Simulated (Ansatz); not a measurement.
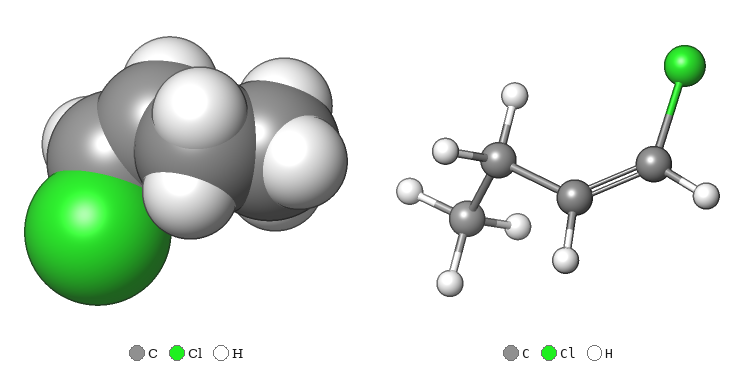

Two views of one molecule.

The geometry was computed by an optimisation with PBE0-D4/def2-TZVP.

Question: Count the atoms of each element.

Answer: C₄H₇Cl, 12 atoms: 4 carbon, 7 hydrogen and 1 chlorine.

Question: Which point group does it belong to?

Answer: C1.

Question: How many bonds of each kind are drawn?

Answer: 7 C–H, 3 C–C, 1 C–Cl.

Question: Describe its rings.

Answer: It has no ring.

Question: Name functional groups in it.

Answer: Among them: alkene, C–Cl bond.

The parts below concern this one geometry. Atoms keep their numbers from picture to picture.

**Geometry**

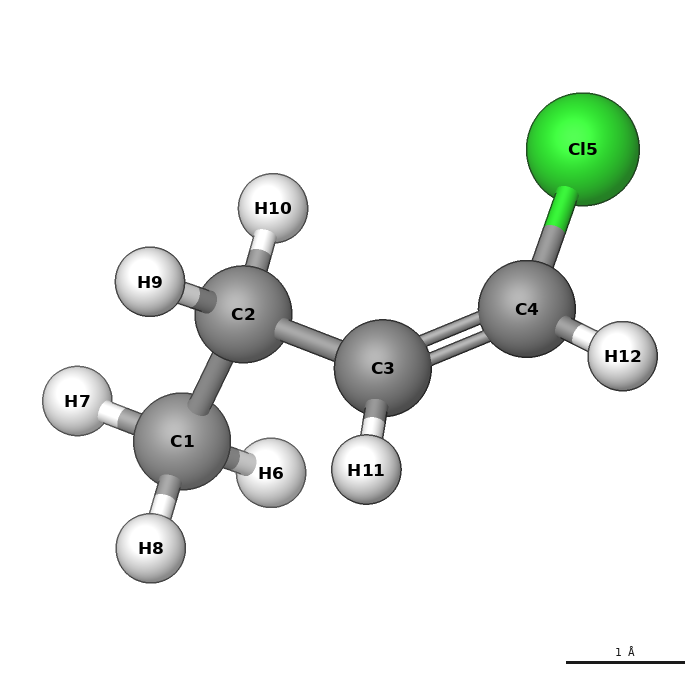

The atoms are numbered.

Estimate the angles C2–C1–H6, C2–C1–H7, C2–C1–H8, C1–C2–C3, C1–C2–H9, C1–C2–H10, C3–C2–H9, C3–C2–H10, C2–C3–C4, C2–C3–H11, C4–C3–H11, C3–C4–Cl5, C3–C4–H12, Cl5–C4–H12.

```tsv
angle	degrees
C2–C1–H6	110.8
C2–C1–H7	110.9
C2–C1–H8	111.3
C1–C2–C3	112.1
C1–C2–H9	109.1
C1–C2–H10	110.2
C3–C2–H9	108.7
C3–C2–H10	109.8
C2–C3–C4	127.6
C2–C3–H11	116.9
C4–C3–H11	115.4
C3–C4–Cl5	124.3
C3–C4–H12	123.1
Cl5–C4–H12	112.7
```

**Vibrations**

Harmonic vibrations computed with RKS PBE0-D4/def2-TZVP (Ansatz 0.2.0) at a stationary point of the same level.

Question: List the wavenumbers.

Answer: 30 modes: 42, 191, 244, 271, 495, 580, 734, 763, 800, 910, 966, 1046, 1093, 1123, 1247, 1294, 1323, 1378, 1403, 1476, 1490, 1497, 1714, 3041, 3050, 3105, 3127, 3132, 3155, 3229 cm⁻¹.

**Dipole moment**

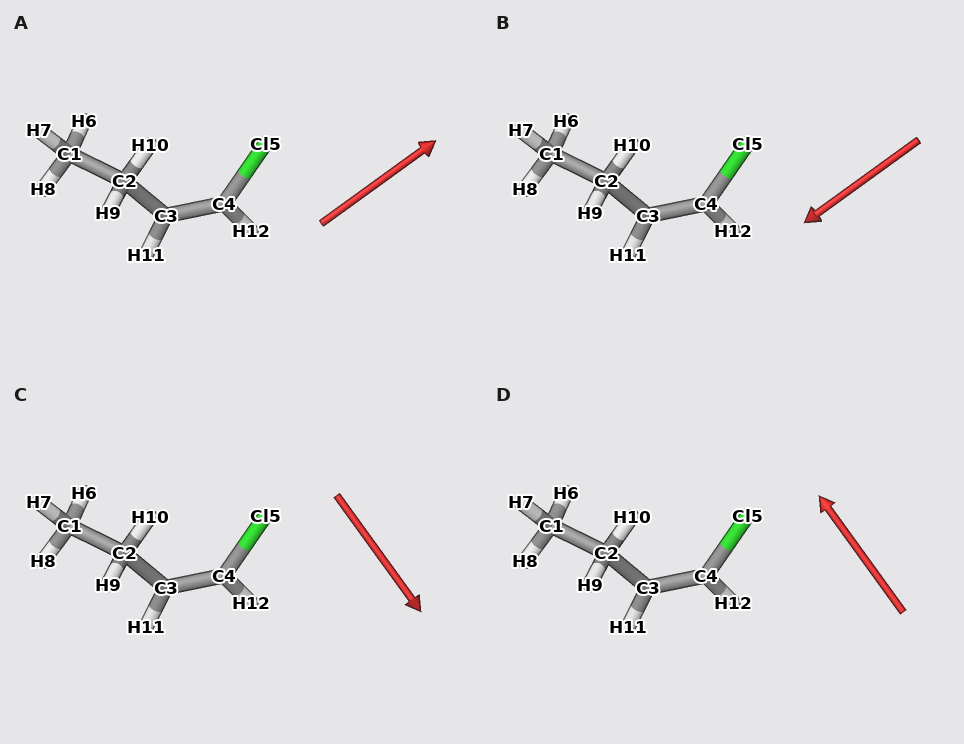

The same molecule four times, each with an arrow. Properties computed with RKS ωB97M-V/def2-TZVPP (Ansatz 0.2.0).

Question: Which arrow points along the dipole moment, from the negative to the positive end?

Answer: B. The dipole moment is 1.55 D; it points from the side of Cl5 to the side of H8 (the outermost atoms at the two ends).

**Charges**

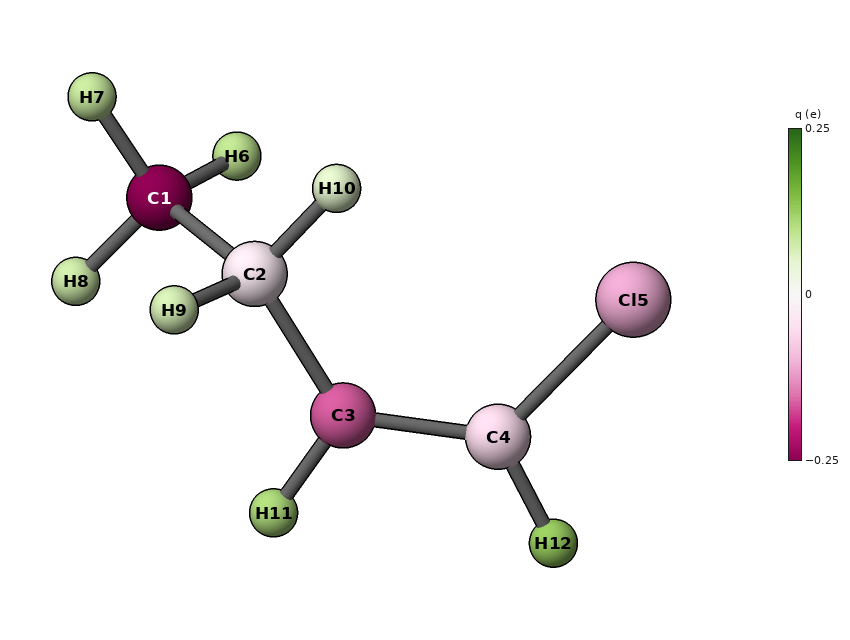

Atoms are coloured by their Mulliken charges. Level of theory: RKS B3LYP-D4/def2-TZVPP (Ansatz 0.2.0).

Question: Which atom carries the highest charge (most positive or least negative)?

Answer: H12 (0.13 e).

Question: And the lowest?

Answer: C1 (−0.25 e).

Give the Mulliken charges atom by atom.

```
atom  value (e)
  C1      −0.25
  C2      −0.03
  C3      −0.16
  C4      −0.05
 Cl5      −0.11
  H6       0.09
  H7       0.08
  H8       0.07
  H9       0.07
 H10       0.05
 H11       0.11
 H12       0.13
```

Mulliken values depend strongly on the basis set and can even reverse the polarity of a bond.
